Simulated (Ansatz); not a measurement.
# Geometry relaxation of SiH₄

System: SiH₄.
Method: RKS PBE0-D4/def2-TZVP (Ansatz 0.2.0).

Figures and captions count atoms from 1; the log counts them from 0 in places.

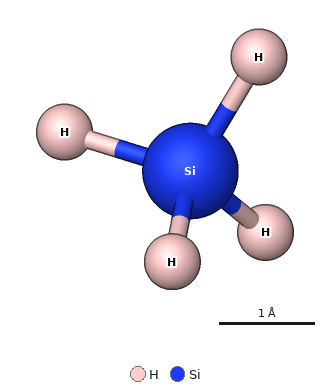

Figure 1. The input geometry (ball-and-stick view, seen at a tilt). Bond lengths as drawn: H–Si 1.48 to 1.49 Å.

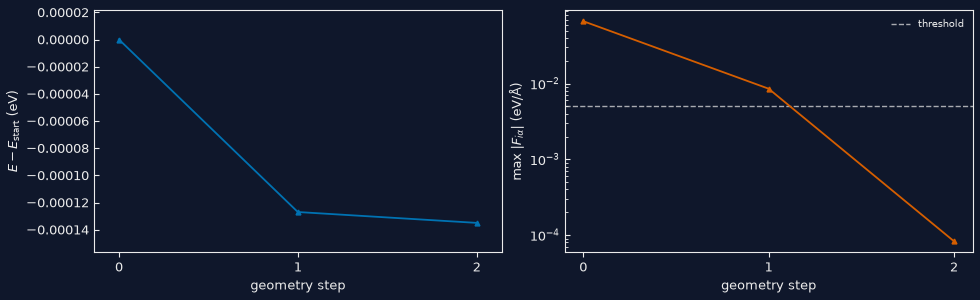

Figure 2. Progress of the relaxation, step by step (the first geometry is step 0 here and step 1 in the log). The atoms keep their places after the best rigid fit (all moves are under 0.005 Å). After 2 geometry steps the energy has fallen by next to nothing (0.0 eV). Largest force component: 0.067 eV/Å at the start, under 0.0001 eV/Å at the end.

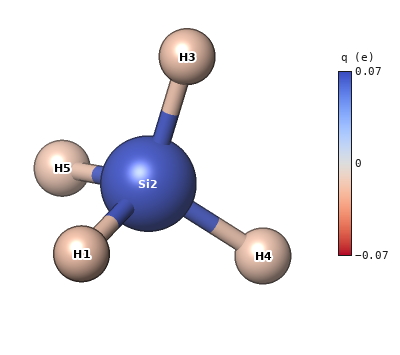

Figure 3. Mulliken charges, as the colour of each atom (ball-and-stick view, seen at a tilt; atoms are numbered from 1 in the order of the input). By element: H −0.02 and Si +0.07 e.

The input that produced these results follows, with the program's output.

Input
```yaml
crystal:
  periodic: [false, false, false]
  atoms:
    - {symbol: H, position_ang: [-1.488379, 0.185444, -0.103732]}
    - {symbol: Si, position_ang: [-1.124728, 1.239766, 0.877697]}
    - {symbol: H, position_ang: [0.274709, 1.673040, 0.635717]}
    - {symbol: H, position_ang: [-2.035697, 2.399582, 0.707861]}
    - {symbol: H, position_ang: [-1.249027, 0.701426, 2.254395]}
basis:
  gaussian: {orbitals: def2-TZVP}
hamiltonian: {xc: pbe0, dispersion: d4}
relax: {f_tol: 0.005, max_steps: 200}
```

Launch command:
```bash
ansatz run in.yaml --threads 4 --pin off --events-out ev --progress --plain --max-ram 9574MiB
```

Log
```
Functional definition: PBE0
  name "PBE0"
  cite "Adamo & Barone, J. Chem. Phys. 110, 6158 (1999) doi:10.1063/1.478522"
  cite "Perdew, Burke & Ernzerhof, Phys. Rev. Lett. 77, 3865 (1996) doi:10.1103/PhysRevLett.77.3865"
  parent pbe
  parameter a = 0.25
  parameter kappa = 0.804
  parameter beta = 0.06672455060314922
  exchange = (1 - a)*pbe_x(kappa = kappa, mu = beta*pi^2/3) + a*exact_x
  correlation = pbe_c(beta = beta)
444 factors; their error is unknown
mean field evaluation 1: about -7938.7875 eV, gradient 8.5e0 eV
mean field evaluation 2: about -7939.0066 eV, gradient 3.9e0 eV
mean field evaluation 4: about -7939.0510 eV, gradient 8.0e-2 eV
mean field evaluation 8: about -7939.0853 eV, gradient 4.3e-4 eV
mean field -7939.08526569 eV, -291.7560022090 hartree, gradient 1.8e-5 eV, S^2 0.000000; 0 other end points of the search recorded, 0 dependent functions left out
the calculation of the forces begins
reference -7939.08529199 eV, -291.7560031755 hartree; 9, 9 occupied and 52, 52 virtual orbitals, 444 factors
relax step   1: F+E_penalty+E_count = -7939.11984694 eV  Δ(F+E_penalty+E_count) = +0.000e0 eV  max|allowed force component| = 6.659e-2 eV/Å  Δτ_max = 0.0000 Å  (18 SCF iters, accepted)
these checks for a lower state are left out or cut short: starts, cluster_reference, orbital_swaps, neighbouring_geometries, increment
444 factors; their error is unknown
mean field evaluation 16: about -7939.0854 eV, gradient 1.8e-5 eV
mean field -7939.08539255 eV, -291.7560068707 hartree, gradient 1.8e-5 eV, S^2 0.000000; 0 other end points of the search recorded, 0 dependent functions left out
the calculation of the forces begins
reference -7939.08541885 eV, -291.7560078372 hartree; 9, 9 occupied and 52, 52 virtual orbitals, 444 factors
relax step   2: F+E_penalty+E_count = -7939.11997393 eV  Δ(F+E_penalty+E_count) = -1.270e-4 eV  max|allowed force component| = 8.559e-3 eV/Å  Δτ_max = 0.0038 Å  (17 SCF iters, accepted)
these checks for a lower state are left out or cut short: starts, cluster_reference, orbital_swaps, neighbouring_geometries, increment
444 factors; their error is unknown
mean field -7939.08540058 eV, -291.7560071660 hartree, gradient 2.9e-5 eV, S^2 0.000000; 0 other end points of the search recorded, 0 dependent functions left out
the calculation of the forces begins
reference -7939.08542688 eV, -291.7560081325 hartree; 9, 9 occupied and 52, 52 virtual orbitals, 444 factors
relax step   3: F+E_penalty+E_count = -7939.11998200 eV  Δ(F+E_penalty+E_count) = -8.071e-6 eV  max|allowed force component| = 8.289e-5 eV/Å  Δτ_max = 0.0009 Å  (14 SCF iters, accepted)
444 factors; their error is unknown
mean field evaluation 32: about -7939.0854 eV, gradient 2.9e-5 eV
mean field -7939.08540058 eV, -291.7560071660 hartree, gradient 2.9e-5 eV, S^2 0.000000; 1 other end points of the search recorded, 0 dependent functions left out
the calculation of the forces begins
reference -7939.08542688 eV, -291.7560081325 hartree; 9, 9 occupied and 52, 52 virtual orbitals, 444 factors
Total energy: -7939.12000830 eV, -291.7572789764 hartree
Atom 0 at    -1.488281     0.183159    -0.103174 Å, force     0.000015     0.000083     0.000011 eV/Å
Atom 1 at    -1.124624     1.239852     0.874378 Å, force     0.000000    -0.000012     0.000035 eV/Å
Atom 2 at     0.275535     1.673029     0.636978 Å, force    -0.000026    -0.000007    -0.000040 eV/Å
Atom 3 at    -2.036201     2.400331     0.710793 Å, force     0.000007    -0.000015    -0.000069 eV/Å
Atom 4 at    -1.249551     0.702887     2.252963 Å, force     0.000003    -0.000049     0.000064 eV/Å
Dipole moment:     0.000000     0.000000    -0.000010 e Å
```

Trajectory as extended XYZ (Å, eV, eV/Å), 3 frames, from step=1 to step=3
```
5
Properties=species:S:1:pos:R:3:forces:R:3 step=1 energy=-7939.11985
H    -1.4884    0.1854   -0.1037    0.0032   0.0008   0.0176
Si   -1.1247    1.2398    0.8777    0.0027  -0.0028  -0.0666
H     0.2747    1.6730    0.6357    0.0015  -0.0006   0.0118
H    -2.0357    2.3996    0.7079   -0.0038   0.0047   0.0171
H    -1.2490    0.7014    2.2544   -0.0036  -0.0021   0.0201
5
Properties=species:S:1:pos:R:3:forces:R:3 step=2 energy=-7939.11997
H    -1.4884    0.1824   -0.1032    0.0016   0.0064   0.0024
Si   -1.1246    1.2399    0.8740    0.0004  -0.0014  -0.0051
H     0.2758    1.6731    0.6374   -0.0017  -0.0003  -0.0023
H    -2.0363    2.4005    0.7115    0.0002  -0.0003  -0.0036
H    -1.2496    0.7034    2.2522   -0.0005  -0.0044   0.0086
5
Properties=species:S:1:pos:R:3:forces:R:3 step=3 energy=-7939.11998
H    -1.4883    0.1832   -0.1032    0.0000   0.0001   0.0000
Si   -1.1246    1.2399    0.8744    0.0000   0.0000   0.0000
H     0.2755    1.6730    0.6370    0.0000   0.0000   0.0000
H    -2.0362    2.4003    0.7108    0.0000   0.0000  -0.0001
H    -1.2496    0.7029    2.2530    0.0000   0.0000   0.0001
```

Summary

| quantity | value |
| --- | --- |
| outcome | converged |
| total energy | −7939.1200 eV |
| mean-field energy | −7939.0854 eV |
| dispersion energy | −0.0346 eV |
| SCF solution under orbital rotations | stable |
| largest force (length of the vector) at the end | under 0.001 eV/Å |
| dipole moment | 0.00 D |
| hardware | 4 threads of Arm Neoverse V2, 23 GiB of memory available, shared host |
| wall time | 0.8 s (CPU time 2.5 s) |
| peak memory | 0.55 GiB |
